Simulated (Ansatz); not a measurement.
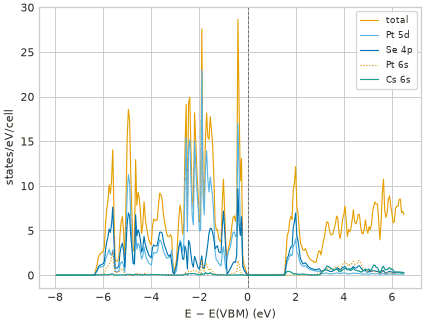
Figure: Total and projected density of states of Cs2Pt3Se4 in space group Fmmm (No. 69; Cs on 8i, Pt on 8e, Pt on 4a, Se on 16m), the program Ansatz at the r²SCAN level (PAW)

**Question.** Which orbitals carry the states next to the gap?

**Answer.** Top 1 eV of the valence band: Pt 5d 58 %, Se 4p 37 %. Bottom 1 eV of the conduction band: Se 4p 52 %, Pt 5d 35 %, outside the projected shells 6 %. Projections are on Löwdin-orthogonalised atomic valence shells; empty p or d shells of many metals are not among them.

**Question.** Where is the tallest occupied peak in this window, and what makes it?

**Answer.** Near -0.4 eV, about 29 states/eV per cell; the largest projected share is Pt 5d.

The first step of the workflow began from a Materials Project structure, measured or hypothetical; the Crystallography Open Database copy checked does not list it. Its standing as an ambient phase is unchecked. The r²SCAN relaxation kept the symmetry of its start; its stability against distortions is not shown here. The run is not spin-polarised. Spin–orbit coupling is left out wherever it is not named.

Potentials: the later of the program's two PAW sets.
